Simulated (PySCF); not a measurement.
# Run report: SnNH$_{5}$, single-point calculation

System: SnNH$_{5}$ (Sn(NH2)H3).
Method: CCSD(T)/LANL08, RHF, core potentials lanl08 (PySCF 2.14.0).

The geometry was optimised with HF/Sapporo-DZP saddle.

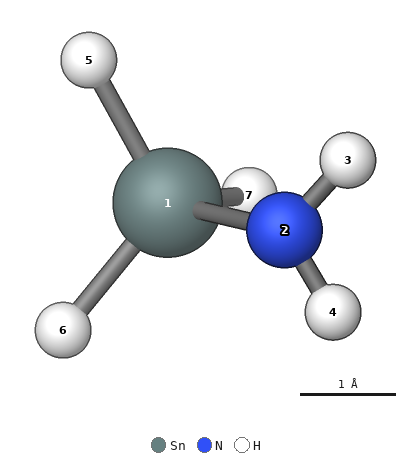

**Figure 1.** The input geometry (ball-and-stick view, seen at a tilt; atoms are numbered from 1 in the order of the input). Sticks mark near contacts.

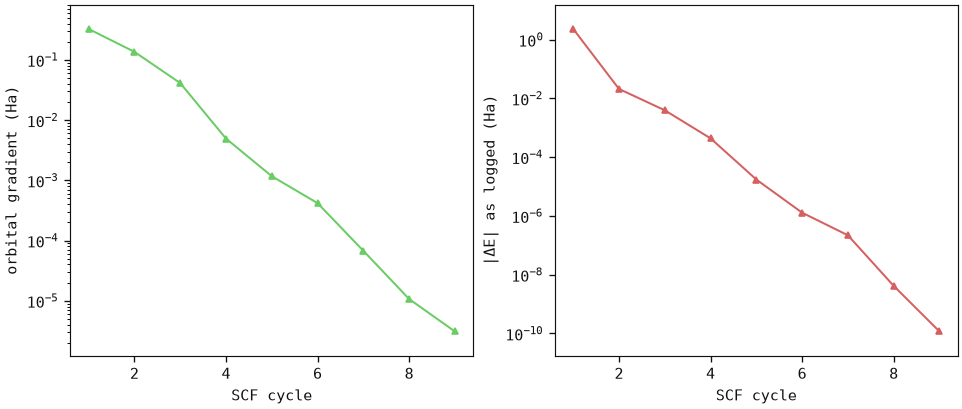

**Figure 2.** Convergence of the self-consistent field: orbital gradient and size of the energy change against the SCF cycle. The residual falls at every step.

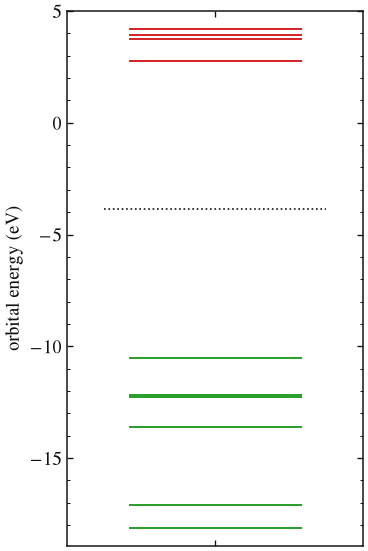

**Figure 3.** Orbital energies near the frontier (SCF reference); the dotted line parts filled from empty levels, and levels within 0.02 eV of each other stand side by side. Highest filled −10.52 eV, lowest empty 2.78 eV, 13.30 eV apart.

These pictures come from the run below.

## The input (input.py)
```python
# Sn(NH2)H3
from pyscf import gto, scf, cc

molecule = gto.M(
    atom='''
Sn      -0.138926       0.212943      -0.865413
N        0.165325      -0.010357       1.153761
H        0.761403      -0.778485       1.408207
H       -0.674011      -0.095889       1.699903
H        1.426946       0.419969      -1.583435
H       -1.126617       1.625444      -1.065367
H       -0.933689      -1.155229      -1.599764
''',
    spin=0,
    ecp={'Sn': 'lanl08'},
    verbose=4,
    max_memory=1860,
    basis={'default': 'lanl08', 'N': '6-311g**', 'H': '6-311g**'},
)

myscf = scf.RHF(molecule)
myscf.kernel()

mycc = cc.CCSD(myscf)
mycc.kernel()
e_t = mycc.ccsd_t()
e_tot = mycc.e_tot + e_t
print(f'total energy: {e_tot:.8f} hartree')
myscf.analyze()
```

Command:
```bash
OMP_NUM_THREADS=1 python input.py
```

## The program's output
```
PySCF version 2.14.0

[INPUT] num. atoms = 7
[INPUT] num. electrons = 16
[INPUT] charge = 0
[INPUT] spin (= nelec alpha-beta = 2S) = 0
[INPUT] symmetry False subgroup None
[INPUT] Mole.unit = angstrom
[INPUT] Symbol           X                Y                Z      unit          X                Y                Z       unit  Magmom
[INPUT]  1 Sn    -0.138926000000   0.212943000000  -0.865413000000 AA   -0.262532091581   0.402403950143  -1.635393554638 Bohr   0.0
[INPUT]  2 N      0.165325000000  -0.010357000000   1.153761000000 AA    0.312418971544  -0.019571893472   2.180292303204 Bohr   0.0
[INPUT]  3 H      0.761403000000  -0.778485000000   1.408207000000 AA    1.438843140422  -1.471123442082   2.661125556695 Bohr   0.0
[INPUT]  4 H     -0.674011000000  -0.095889000000   1.699903000000 AA   -1.273696194944  -0.181203948358   3.212351108327 Bohr   0.0
[INPUT]  5 H      1.426946000000   0.419969000000  -1.583435000000 AA    2.696537134544   0.793626390807  -2.992258486051 Bohr   0.0
[INPUT]  6 H     -1.126617000000   1.625444000000  -1.065367000000 AA   -2.128997577279   3.071643990818  -2.013251852150 Bohr   0.0
[INPUT]  7 H     -0.933689000000  -1.155229000000  -1.599764000000 AA   -1.764416495519  -2.183066421155  -3.023115823939 Bohr   0.0

nuclear repulsion = 25.2214829284865
number of shells = 34
number of NR pGTOs = 83
number of NR cGTOs = 60
basis = {'default': 'lanl08', 'N': '6-311g**', 'H': '6-311g**'}
ecp = {'Sn': 'lanl08'}

******** <class 'pyscf.scf.hf.RHF'> ********
method = RHF
initial guess = minao
damping factor = 0
level_shift factor = 0
DIIS = <class 'pyscf.scf.diis.CDIIS'>
diis_start_cycle = 1
diis_space = 8
diis_damp = 0
SCF conv_tol = 1e-09
SCF conv_tol_grad = None
SCF max_cycles = 50
direct_scf = True
direct_scf_tol = 1e-13
Set gradient conv threshold to 3.16228e-05
Initial guess from minao.
init E= -58.2863331391082
  HOMO = -0.319228943727865  LUMO = 0.00771856520537284  gap/eV = 8.89669
cycle= 1 E= -60.5727285539667  delta_E= -2.29  |g|= 0.326  |ddm|= 14.3
  HOMO = -0.350222985127758  LUMO = 0.099202451966047  gap/eV = 12.22949
cycle= 2 E= -60.5935005120686  delta_E= -0.0208  |g|= 0.136  |ddm|= 0.487
  HOMO = -0.395986850637293  LUMO = 0.0984414889193275  gap/eV = 13.45408
cycle= 3 E= -60.5974081489135  delta_E= -0.00391  |g|= 0.0412  |ddm|= 0.151
  HOMO = -0.385598354519431  LUMO = 0.101959624538722  gap/eV = 13.26713
cycle= 4 E= -60.5978417564125  delta_E= -0.000434  |g|= 0.00494  |ddm|= 0.0589
  HOMO = -0.386150981839762  LUMO = 0.102042577400549  gap/eV = 13.28442
cycle= 5 E= -60.5978589966353  delta_E= -1.72e-05  |g|= 0.00117  |ddm|= 0.0194
  HOMO = -0.386320282598412  LUMO = 0.102033482061788  gap/eV = 13.28878
cycle= 6 E= -60.5978602753359  delta_E= -1.28e-06  |g|= 0.000418  |ddm|= 0.00372
  HOMO = -0.386423449445338  LUMO = 0.102023940474509  gap/eV = 13.29133
cycle= 7 E= -60.5978604930016  delta_E= -2.18e-07  |g|= 6.77e-05  |ddm|= 0.00173
  HOMO = -0.386425187713492  LUMO = 0.102021372187376  gap/eV = 13.29131
cycle= 8 E= -60.5978604971396  delta_E= -4.14e-09  |g|= 1.07e-05  |ddm|= 0.000231
  HOMO = -0.386425482758348  LUMO = 0.102021867976102  gap/eV = 13.29133
cycle= 9 E= -60.5978604972558  delta_E= -1.16e-10  |g|= 3.09e-06  |ddm|= 5.09e-05
  HOMO = -0.386425340996169  LUMO = 0.102021720042354  gap/eV = 13.29132
Extra cycle  E= -60.5978604972632  delta_E= -7.45e-12  |g|= 1.55e-06  |ddm|= 6.71e-06
converged SCF energy = -60.5978604972632

******** <class 'pyscf.cc.ccsd.CCSD'> ********
CC2 = 0
CCSD nocc = 8, nmo = 60
max_cycle = 50
direct = 0
conv_tol = 1e-07
conv_tol_normt = 1e-05
diis_space = 6
diis_start_cycle = 0
diis_start_energy_diff = 1e+09
Init t2, MP2 energy = -60.891251984386  E_corr(MP2) -0.293391487122801
Init E_corr(CCSD) = -0.29339148712426
cycle = 1  E_corr(CCSD) = -0.311534640177271  dE = -0.0181431531  norm(t1,t2) = 0.0472482
cycle = 2  E_corr(CCSD) = -0.320364136710688  dE = -0.00882949653  norm(t1,t2) = 0.0164557
cycle = 3  E_corr(CCSD) = -0.322749508712973  dE = -0.002385372  norm(t1,t2) = 0.00689817
cycle = 4  E_corr(CCSD) = -0.323642591957593  dE = -0.000893083245  norm(t1,t2) = 0.00226283
cycle = 5  E_corr(CCSD) = -0.323625263920938  dE = 1.73280367e-05  norm(t1,t2) = 0.000690545
cycle = 6  E_corr(CCSD) = -0.323581095313085  dE = 4.41686079e-05  norm(t1,t2) = 0.000207492
cycle = 7  E_corr(CCSD) = -0.323584621716759  dE = -3.52640367e-06  norm(t1,t2) = 8.55615e-05
cycle = 8  E_corr(CCSD) = -0.32358678227036  dE = -2.1605536e-06  norm(t1,t2) = 3.14476e-05
cycle = 9  E_corr(CCSD) = -0.323585357189254  dE = 1.42508111e-06  norm(t1,t2) = 1.21347e-05
cycle = 10  E_corr(CCSD) = -0.323585420448789  dE = -6.32595353e-08  norm(t1,t2) = 5.51442e-06
CCSD converged
E(CCSD) = -60.92144591771201  E_corr = -0.323585420448789
CCSD(T) correction = -0.00745735698172621
total energy: -60.92890327 hartree
**** SCF Summaries ****
Total Energy =                         -60.597860497263227
Nuclear Repulsion Energy =              25.221482928486505
One-electron Energy =                 -132.231312939602901
Two-electron Energy =                   46.411969513853158
Two-electron Coulomb Energy =           55.614306581217654
DFT Exchange-Correlation Energy =       -9.202337067364496
HOMO-LUMO gap [eV] =                    13.291321528253748
**** MO energy ****
MO #1   energy= -15.523783133796   occ= 2
MO #2   energy= -1.10182609868442  occ= 2
MO #3   energy= -0.666282104573135 occ= 2
MO #4   energy= -0.627531247687713 occ= 2
MO #5   energy= -0.50028458043068  occ= 2
MO #6   energy= -0.450355021651304 occ= 2
MO #7   energy= -0.447198005569681 occ= 2
MO #8   energy= -0.386425340996169 occ= 2
MO #9   energy= 0.102021720042354  occ= 0
MO #10  energy= 0.13829515136266   occ= 0
MO #11  energy= 0.143590523911418  occ= 0
MO #12  energy= 0.154907225272732  occ= 0
MO #13  energy= 0.194605348691702  occ= 0
MO #14  energy= 0.235189587821019  occ= 0
MO #15  energy= 0.292031749598296  occ= 0
MO #16  energy= 0.298418086665674  occ= 0
MO #17  energy= 0.365260228201102  occ= 0
MO #18  energy= 0.436546340019156  occ= 0
MO #19  energy= 0.489010280205544  occ= 0
MO #20  energy= 0.516173152578098  occ= 0
MO #21  energy= 0.608895559519566  occ= 0
MO #22  energy= 0.627635827732504  occ= 0
MO #23  energy= 0.680265048320003  occ= 0
MO #24  energy= 0.872373999855512  occ= 0
MO #25  energy= 0.966039739029724  occ= 0
MO #26  energy= 0.98848629606084   occ= 0
MO #27  energy= 1.1677628259941    occ= 0
MO #28  energy= 1.47095182897887   occ= 0
MO #29  energy= 1.49334151965372   occ= 0
MO #30  energy= 1.52349592827966   occ= 0
MO #31  energy= 1.52387402998274   occ= 0
MO #32  energy= 1.53111791435322   occ= 0
MO #33  energy= 1.57057461238433   occ= 0
MO #34  energy= 1.57645164814226   occ= 0
MO #35  energy= 1.66146892579097   occ= 0
MO #36  energy= 1.80059540555836   occ= 0
MO #37  energy= 1.81387870926217   occ= 0
MO #38  energy= 1.83330203875145   occ= 0
MO #39  energy= 1.88352629430222   occ= 0
MO #40  energy= 1.90276664862236   occ= 0
MO #41  energy= 2.15980324680596   occ= 0
MO #42  energy= 2.23267814492253   occ= 0
MO #43  energy= 2.59963517852086   occ= 0
MO #44  energy= 2.6427579742085    occ= 0
MO #45  energy= 2.65186899916061   occ= 0
MO #46  energy= 2.69261333729366   occ= 0
MO #47  energy= 2.7114998867497    occ= 0
MO #48  energy= 2.71376581517088   occ= 0
MO #49  energy= 2.76618527442833   occ= 0
MO #50  energy= 2.97336500950556   occ= 0
MO #51  energy= 3.25940879400842   occ= 0
MO #52  energy= 3.46578016201183   occ= 0
MO #53  energy= 4.23378922348073   occ= 0
MO #54  energy= 4.6439675160804    occ= 0
MO #55  energy= 5.20924028447379   occ= 0
MO #56  energy= 5.52386895826696   occ= 0
MO #57  energy= 5.54575347798445   occ= 0
MO #58  energy= 5.57076471328441   occ= 0
MO #59  energy= 14.0680544189567   occ= 0
MO #60  energy= 36.9655233505339   occ= 0
 ** Mulliken pop on meta-lowdin orthogonal AOs  **
 ** Mulliken pop  **
pop of  0 Sn 5s           0.99188
pop of  0 Sn 6s           0.01066
pop of  0 Sn 7s           0.02066
pop of  0 Sn 5px          0.00005
pop of  0 Sn 5py          0.00004
pop of  0 Sn 5pz          0.00078
pop of  0 Sn 6px          0.03902
pop of  0 Sn 6py          0.03941
pop of  0 Sn 6pz          0.02754
pop of  0 Sn 7px          0.10954
pop of  0 Sn 7py          0.11729
pop of  0 Sn 7pz          0.08224
pop of  1 N 1s            1.99999
pop of  1 N 2s            1.49506
pop of  1 N 3s            0.01655
pop of  1 N 4s            0.00093
pop of  1 N 2px           1.34887
pop of  1 N 2py           1.64968
pop of  1 N 2pz           1.55804
pop of  1 N 3px           0.01185
pop of  1 N 3py           0.02686
pop of  1 N 3pz           0.03592
pop of  1 N 4px           0.00048
pop of  1 N 4py           0.00054
pop of  1 N 4pz           0.00018
pop of  1 N 3dxy          0.00201
pop of  1 N 3dyz          0.00113
pop of  1 N 3dz^2         0.00237
pop of  1 N 3dxz          0.00189
pop of  1 N 3dx2-y2       0.00158
pop of  2 H 1s            0.77033
pop of  2 H 2s            0.00873
pop of  2 H 3s            0.00359
pop of  2 H 2px           0.00120
pop of  2 H 2py           0.00161
pop of  2 H 2pz           0.00060
pop of  3 H 1s            0.77032
pop of  3 H 2s            0.00873
pop of  3 H 3s            0.00359
pop of  3 H 2px           0.00099
pop of  3 H 2py           0.00143
pop of  3 H 2pz           0.00100
pop of  4 H 1s            1.57166
pop of  4 H 2s            0.00885
pop of  4 H 3s            0.01137
pop of  4 H 2px           0.01346
pop of  4 H 2py           0.00145
pop of  4 H 2pz           0.00346
pop of  5 H 1s            1.57165
pop of  5 H 2s            0.00885
pop of  5 H 3s            0.01137
pop of  5 H 2px           0.00598
pop of  5 H 2py           0.01138
pop of  5 H 2pz           0.00101
pop of  6 H 1s            1.57587
pop of  6 H 2s            0.00930
pop of  6 H 3s            0.01167
pop of  6 H 2px           0.00415
pop of  6 H 2py           0.00971
pop of  6 H 2pz           0.00364
 ** Mulliken atomic charges  **
charge of    0Sn =      2.56089
charge of    1N =     -1.15394
charge of    2H =      0.21394
charge of    3H =      0.21394
charge of    4H =     -0.61024
charge of    5H =     -0.61024
charge of    6H =     -0.61434
Dipole moment(X, Y, Z, Debye): -0.56942, -1.10358, -0.21917
```

## Results in brief

```csv
quantity,value
outcome,converged
total energy,−60.928903 hartree
SCF energy,−60.597860 hartree
correlation energy,−0.331043 hartree
(T) correction,−0.007457 hartree
basis functions,60
T1 diagnostic,0.009
HOMO of the SCF reference,−10.52 eV
LUMO of the SCF reference,2.78 eV
hardware,"1 thread of Arm Neoverse V1, 24 GiB of memory available, shared host"
wall time,5.7 s
peak memory,0.2 GiB
```
